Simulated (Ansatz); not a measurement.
# Molecular dynamics of C2H6AlB (part 2 of 2)

Continued. System: C2H6AlB, SMILES [AlH2][B]1CC1. Method: RKS revPBE-d3bjatm/6-31G* (Ansatz 0.2.0). The geometry comes from this level: PBE0-D4/def2-TZVP.

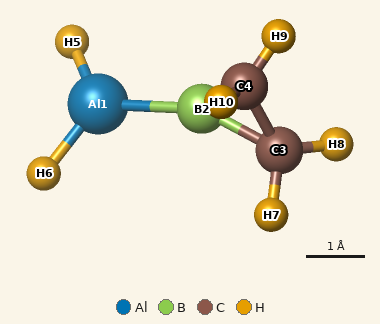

Fig. 1: The geometry at step 20 of the log (ball-and-stick view, seen at a tilt; atoms are numbered from 1 in the order of the input).

Trajectory as extended XYZ, continued:
```
10
Properties=species:S:1:pos:R:3:forces:R:3 step=9 time_fs=18.0 energy=-9439.96891 temperature=312.4
Al   -1.4946    1.2210   -1.0577   -0.4535   0.5401  -0.1860
B    -0.1010    0.0839   -0.1758    1.6865  -1.6337   1.2511
C     0.5302   -1.3295    0.2961   -0.8234  -1.1895   0.6215
C     1.1331   -0.0053    0.9077   -1.3670  -1.9113  -3.1626
H    -1.2504    2.1595   -2.3147    0.0731   0.0778  -0.3234
H    -2.9010    1.3447   -0.3199   -0.2733  -0.0160   0.1216
H    -0.1593   -2.0544    0.9700    1.2319   1.8676  -1.1205
H     1.0772   -2.0818   -0.4068   -0.3897   1.6633   0.9421
H     2.0953    0.2887    0.5217    0.6502   0.2483  -0.1752
H     0.9357    0.2773    1.8915   -0.3348   0.3534   2.0314
10
Properties=species:S:1:pos:R:3:forces:R:3 step=10 time_fs=20.0 energy=-9440.09987 temperature=390.6
Al   -1.4980    1.2271   -1.0605   -0.1864  -0.5171   0.8872
B    -0.0880    0.0689   -0.1810    1.3161  -1.2440   1.1072
C     0.5177   -1.3353    0.2916   -0.0909   0.3054   0.8458
C     1.1370   -0.0052    0.9125   -1.6632  -1.5739  -2.2573
H    -1.2598    2.1259   -2.2360    0.2768   0.9532  -1.4388
H    -2.8835    1.3065   -0.3240   -0.5490   0.0174   0.2642
H    -0.1007   -2.0122    0.9534    0.1689   0.9601  -0.2621
H     1.0679   -2.0628   -0.3554    0.2002   0.9526   0.1077
H     2.0874    0.3131    0.5228    0.7427   0.1851  -0.2577
H     0.9392    0.3287    1.9083   -0.2153  -0.0391   1.0037
10
Properties=species:S:1:pos:R:3:forces:R:3 step=12 time_fs=24.0 energy=-9440.13959 temperature=431.8
Al   -1.5051    1.2363   -1.0618    0.1688  -0.5993   0.7121
B    -0.0500    0.0280   -0.1807   -0.0793   0.4186   0.2450
C     0.4960   -1.3334    0.2883    1.2921   2.0188   0.7037
C     1.1307   -0.0161    0.9059   -0.1983   0.5754   0.0692
H    -1.2451    2.1790   -2.2548    0.0992   0.5542  -0.7829
H    -2.9107    1.2326   -0.3029   -0.2364   0.0737   0.0558
H    -0.0472   -1.9066    0.9791   -1.2905  -0.9203   1.1478
H     1.1157   -1.9730   -0.2920    0.8646  -0.5264  -0.8600
H     2.1200    0.3670    0.5098   -0.7953  -0.5484   0.3085
H     0.9349    0.3972    1.9768    0.1751  -1.0462  -1.5993
10
Properties=species:S:1:pos:R:3:forces:R:3 step=14 time_fs=28.0 energy=-9439.88079 temperature=236.1
Al   -1.5115    1.2424   -1.0591    0.2907   0.2122  -0.4063
B    -0.0133   -0.0067   -0.1773   -1.7095   2.3028  -0.9604
C     0.4907   -1.3125    0.2959    1.6082  -3.0623   2.1040
C     1.1202   -0.0227    0.8968   -0.1419  -0.4916  -1.8761
H    -1.2162    2.3127   -2.3891   -0.2881  -0.7073   0.8857
H    -2.9717    1.1702   -0.2743    0.3787   0.1716  -0.3074
H    -0.1461   -1.9007    1.1215    1.2119   0.8304  -2.0180
H     1.2523   -1.9288   -0.3238   -1.4337   0.5131   0.9417
H     2.0668    0.3509    0.5290    0.6416  -0.1258  -0.3255
H     0.9458    0.3311    1.8634   -0.5580   0.3567   1.9624
10
Properties=species:S:1:pos:R:3:forces:R:3 step=15 time_fs=30.0 energy=-9439.95569 temperature=272.9
Al   -1.5141    1.2457   -1.0583    0.3331   0.2559  -0.5296
B    -0.0027   -0.0132   -0.1797   -2.0494   2.4893  -1.2334
C     0.4954   -1.3146    0.3095    1.4836  -2.0904   1.5240
C     1.1146   -0.0268    0.8855   -0.4084  -0.2229  -0.7004
H    -1.2156    2.3479   -2.4171   -0.3317  -0.8671   1.0876
H    -2.9854    1.1479   -0.2749    0.4616   0.2003  -0.3503
H    -0.1372   -1.8543    1.0902    0.6994   0.0997  -1.2178
H     1.2515   -1.8791   -0.2943   -0.8957  -0.2314   0.4292
H     2.0565    0.3285    0.5283    1.0954   0.0604  -0.4084
H     0.9282    0.3002    1.8733   -0.3880   0.3063   1.3991
10
Properties=species:S:1:pos:R:3:forces:R:3 step=16 time_fs=32.0 energy=-9439.96186 temperature=282.1
Al   -1.5162    1.2494   -1.0584    0.4189   0.1887  -0.5226
B     0.0005   -0.0108   -0.1866   -1.9920   2.1120  -1.2013
C     0.5049   -1.3235    0.3281    1.6367   1.1599  -0.1867
C     1.1077   -0.0317    0.8719    0.2218   0.8678   1.5706
H    -1.2278    2.3498   -2.4033   -0.3096  -0.8305   1.0286
H    -2.9814    1.1332   -0.2889    0.3766   0.2011  -0.2940
H    -0.1015   -1.8039    1.0122   -1.4006  -1.7421   1.3661
H     1.2163   -1.8380   -0.2482    0.7256  -1.5535  -0.9137
H     2.0881    0.3085    0.5119    0.1123  -0.2099   0.0999
H     0.8956    0.2809    1.9368    0.2103  -0.1936  -0.9470
10
Properties=species:S:1:pos:R:3:forces:R:3 step=18 time_fs=36.0 energy=-9440.30485 temperature=587.4
Al   -1.5185    1.2574   -1.0604    0.6013  -0.5624   0.1912
B    -0.0131    0.0143   -0.2124   -1.0397   0.5914  -0.4502
C     0.5384   -1.3286    0.3620   -0.1979  -1.3575  -0.3679
C     1.0982   -0.0322    0.8616    0.9127   0.6045   1.2469
H    -1.2842    2.2686   -2.2708   -0.0193   0.1156  -0.1601
H    -2.9394    1.1257   -0.3451   -0.2315   0.1105   0.0797
H    -0.1960   -1.9022    1.0175    0.9279   0.4248  -0.7341
H     1.2350   -1.9354   -0.2656   -0.6529  -0.0143   0.3897
H     2.1309    0.2385    0.5059   -0.6817  -0.1501   0.4854
H     0.8654    0.2207    1.9272    0.3810   0.2373  -0.6806
10
Properties=species:S:1:pos:R:3:forces:R:3 step=20 time_fs=40.0 energy=-9440.00148 temperature=348.5
Al   -1.5175    1.2618   -1.0609    0.2719  -1.4584   1.2828
B    -0.0410    0.0479   -0.2443    0.5433  -0.9659   0.7801
C     0.5714   -1.3451    0.3888   -1.4378  -1.6255  -1.1823
C     1.0982   -0.0267    0.8633   -0.7351  -0.8766  -0.8674
H    -1.3423    2.2146   -2.1734    0.3066   1.3740  -1.6878
H    -2.9302    1.1348   -0.3905   -0.5487   0.0079   0.3234
H    -0.2110   -1.9824    0.9761    1.2188   1.2357  -0.6484
H     1.1931   -2.0570   -0.2529   -0.5363   1.0120   0.6574
H     2.1041    0.1522    0.5603    1.1046   0.5031  -0.2308
H     0.8780    0.2045    1.8665   -0.1873   0.7936   1.5730
10
Properties=species:S:1:pos:R:3:forces:R:3 step=21 time_fs=42.0 energy=-9440.09349 temperature=385.4
Al   -1.5163    1.2610   -1.0586   -0.0772  -0.5896   0.4584
B    -0.0536    0.0609   -0.2572    1.2249  -1.4205   1.2426
C     0.5818   -1.3626    0.3971   -0.8198   1.7167  -1.4936
C     1.0963   -0.0275    0.8598   -0.5056  -0.3853   0.8693
H    -1.3555    2.2601   -2.2137    0.1935   0.6361  -0.8412
H    -2.9568    1.1406   -0.3957   -0.2646   0.0115   0.2137
H    -0.1378   -1.9490    0.9064   -1.1659  -0.3354   1.1936
H     1.1292   -2.0603   -0.2011    1.0146  -0.1487  -0.7812
H     2.1392    0.1328    0.5807    0.1838   0.4142  -0.0671
H     0.8744    0.2433    1.9292    0.2163   0.1011  -0.7943
10
Properties=species:S:1:pos:R:3:forces:R:3 step=22 time_fs=44.0 energy=-9439.81286 temperature=211.6
Al   -1.5152    1.2594   -1.0556   -0.4842   0.3996  -0.4814
B    -0.0618    0.0688   -0.2657    1.6763  -1.6830   1.5097
C     0.5896   -1.3747    0.4006   -0.1665   3.8469  -1.6956
C     1.0927   -0.0296    0.8591    0.3976   0.0159   1.2812
H    -1.3614    2.3302   -2.2865    0.0700  -0.2804   0.2097
H    -2.9936    1.1468   -0.3927    0.1359   0.0319   0.0436
H    -0.1090   -1.9284    0.8822   -2.7221  -1.4093   2.2772
H     1.1040   -2.0692   -0.1791    1.7801  -0.8395  -1.5184
H     2.1815    0.1292    0.5986   -0.9736   0.2600   0.0920
H     0.8790    0.2861    1.9618    0.2864  -0.3422  -1.7182
10
Properties=species:S:1:pos:R:3:forces:R:3 step=24 time_fs=48.0 energy=-9439.78191 temperature=165.4
Al   -1.5154    1.2586   -1.0524   -0.8058   1.0489  -1.1081
B    -0.0599    0.0664   -0.2665    1.7172  -1.7324   1.4392
C     0.5980   -1.3732    0.3938   -2.3417  -1.1800  -0.6126
C     1.0906   -0.0332    0.8679    0.3174  -0.4379  -1.1787
H    -1.3673    2.4188   -2.3855   -0.0006  -0.9923   1.0380
H    -3.0403    1.1636   -0.3866    0.5605   0.0485  -0.1319
H    -0.2478   -1.9703    1.0102    1.7850   1.3178  -1.1528
H     1.2045   -2.1263   -0.2512   -0.6880   1.4719   1.0190
H     2.1506    0.1499    0.6401   -0.0463   0.2643  -0.4135
H     0.9118    0.3321    1.8553   -0.4978   0.1912   1.1014
10
Properties=species:S:1:pos:R:3:forces:R:3 step=26 time_fs=52.0 energy=-9440.23743 temperature=538.4
Al   -1.5199    1.2634   -1.0552   -0.1341   0.4022  -0.6689
B    -0.0341    0.0398   -0.2472    0.7224  -0.9689   0.6700
C     0.5786   -1.3800    0.3792   -0.8897   1.9758  -0.3424
C     1.0912   -0.0415    0.8659   -0.2589   0.5312   0.3546
H    -1.3725    2.3641   -2.3356    0.0547  -0.6195   0.6266
H    -3.0088    1.1875   -0.3975    0.2033   0.0185   0.0317
H    -0.1729   -1.8513    1.0043   -0.1580  -0.5918   0.1096
H     1.2366   -2.0038   -0.2092    0.1946  -0.3867  -0.1679
H     2.1167    0.2129    0.6213    0.4569   0.1188  -0.4368
H     0.8804    0.3951    1.8656   -0.1914  -0.4796  -0.1765
10
Properties=species:S:1:pos:R:3:forces:R:3 step=27 time_fs=54.0 energy=-9439.98730 temperature=414.4
Al   -1.5228    1.2670   -1.0583    0.3765  -0.4546   0.0809
B    -0.0162    0.0203   -0.2330   -0.1028  -0.3227   0.0430
C     0.5628   -1.3779    0.3703    0.9955   4.3128  -1.5009
C     1.0898   -0.0452    0.8634    0.7576   1.6266   1.3943
H    -1.3728    2.2946   -2.2673    0.1523   0.0896  -0.1925
H    -2.9758    1.2010   -0.4036   -0.1878  -0.0033   0.2081
H    -0.1087   -1.7966    0.9816   -2.7121  -2.4226   2.3654
H     1.2449   -1.9363   -0.1763    1.2108  -1.5759  -1.1156
H     2.1383    0.2560    0.5814   -0.7592  -0.3034   0.0813
H     0.8434    0.4161    1.9007    0.2694  -0.9465  -1.3639
10
Properties=species:S:1:pos:R:3:forces:R:3 step=28 time_fs=56.0 energy=-9440.13710 temperature=473.6
Al   -1.5251    1.2700   -1.0613    0.7254  -1.5381   1.1459
B     0.0015   -0.0005   -0.2186   -1.0682   0.4425  -0.6937
C     0.5500   -1.3619    0.3564    0.0794   0.8430   0.1697
C     1.0909   -0.0436    0.8653    1.1908   1.7480   1.3057
H    -1.3673    2.2282   -2.2060    0.2971   1.0389  -1.3099
H    -2.9500    1.2145   -0.4016   -0.5007  -0.0098   0.3461
H    -0.1483   -1.8346    1.0496    0.0148  -0.6837  -0.1704
H     1.2997   -1.9289   -0.1861   -0.1671  -0.6807  -0.1189
H     2.1308    0.2877    0.5443   -0.9650  -0.4595   0.3588
H     0.8165    0.4009    1.8836    0.3935  -0.7006  -1.0333
10
Properties=species:S:1:pos:R:3:forces:R:3 step=30 time_fs=60.0 energy=-9439.86101 temperature=281.1
Al   -1.5266    1.2688   -1.0618    0.7665  -1.3288   0.9034
B     0.0226   -0.0345   -0.1994   -2.4789   2.0681  -1.7142
C     0.5262   -1.3314    0.3336    1.0007  -3.3673   1.6202
C     1.1034   -0.0272    0.8774   -0.2449  -0.6230  -1.0240
H    -1.3199    2.2264   -2.2484    0.1720   0.6318  -0.7964
H    -2.9562    1.2413   -0.3582   -0.2314   0.0497   0.1629
H    -0.1687   -1.9382    1.1049    1.4492   1.0336  -1.8225
H     1.3409   -1.9553   -0.1886   -1.4690   0.4537   0.5692
H     2.0407    0.3077    0.5069    1.3491   0.2224  -0.0957
H     0.7933    0.3250    1.8023   -0.3133   0.8598   2.1971
```

This output came from the following input.

Input file:
```yaml
crystal:
  periodic: [false, false, false]
  atoms:
    - {symbol: Al, position_ang: [-1.502591, 1.226074, -1.064837]}
    - {symbol: B, position_ang: [-0.093828, 0.078186, -0.071671]}
    - {symbol: C, position_ang: [0.536165, -1.295574, 0.272085]}
    - {symbol: C, position_ang: [1.119560, -0.050299, 0.884074]}
    - {symbol: H, position_ang: [-1.199935, 1.799898, -2.518134]}
    - {symbol: H, position_ang: [-2.906153, 1.549236, -0.387690]}
    - {symbol: H, position_ang: [-0.024095, -1.974898, 0.908376]}
    - {symbol: H, position_ang: [1.102014, -1.811001, -0.498869]}
    - {symbol: H, position_ang: [2.088789, 0.295747, 0.536098]}
    - {symbol: H, position_ang: [0.963173, 0.131431, 1.943668]}
basis:
  gaussian: {orbitals: "6-31G*"}
hamiltonian: {xc: {name: revPBE}, dispersion: d3bjatm}
md: {timestep: 2 fs, n_steps: 30, ensemble: nvt_nose_hoover, temperature: 700, initial_velocities: maxwell_boltzmann, seed: 395}
```

Launched with:
```bash
ansatz run in.yaml --threads 2 --pin off --events-out ev --progress --plain --max-ram 4352MiB
```

Key numbers:

```tsv
quantity	value
outcome	finished
mean temperature over the second half	349 K
trajectory	30 steps, 60 fs
ensemble	nvt_nose_hoover
temperature in the input	700 K
time step	2 fs
potential energy (last step)	−9439.8611 eV
mean-field energy (last step)	−9439.4560 eV
dispersion energy (last step)	−0.4051 eV
SCF solution under orbital rotations (last step)	stable
largest force (length of the vector) (last step)	3.869 eV/Å
dipole moment (last step)	1.14 D
hardware	2 threads of Arm Neoverse V1, 23 GiB of memory available, shared host
wall time	42 s (CPU time 80 s)
peak memory	0.4 GiB
```

So short a trajectory is not equilibrated. The temperature stays far from the 700 K of the thermostat over the second half: the run isn't equilibrated.
